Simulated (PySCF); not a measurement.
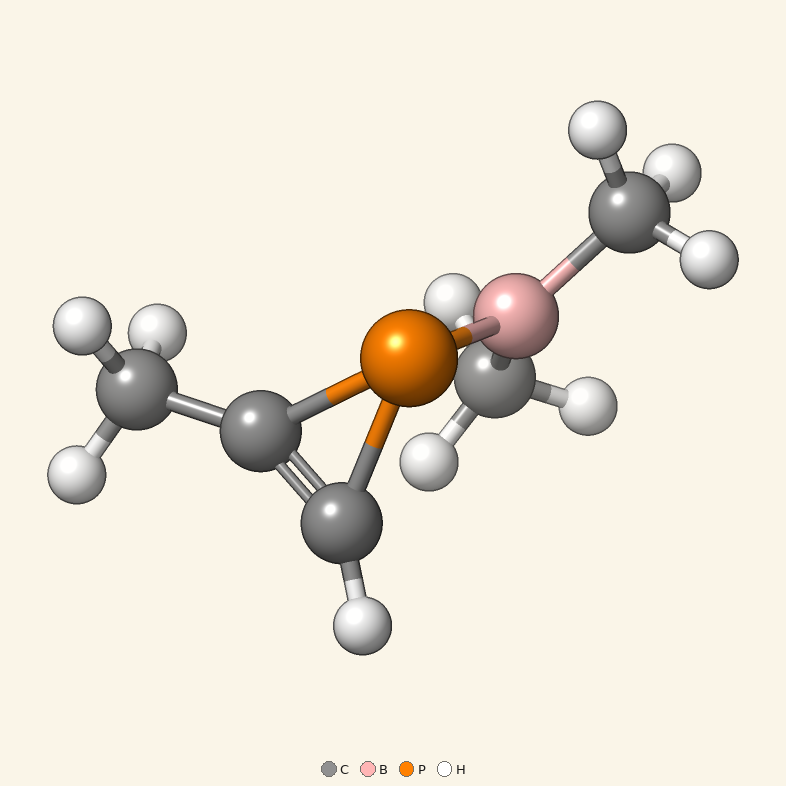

The computed structure is the end point of a GFN2-xTB optimisation. No frequency run is at hand to confirm it as a minimum. Properties computed with B3LYP/def2-SVPD, gas phase (PySCF 2.14.0). Excitations: vertical, linear response.

Give the brightest of the 8 lowest singlets at this level.

5.99 eV.

Estimate the LUMO energy (Kohn–Sham orbital).

−1.41 eV.

Estimate the dipole moment.

1.98 D.

Estimate the HOMO energy (Kohn–Sham orbital).

−5.73 eV.

The geometry is semi-empirical. Around B, P such bond lengths and angles can be off by a tenth of an ångström or more and by several degrees, and values that hang on the shape move with them.
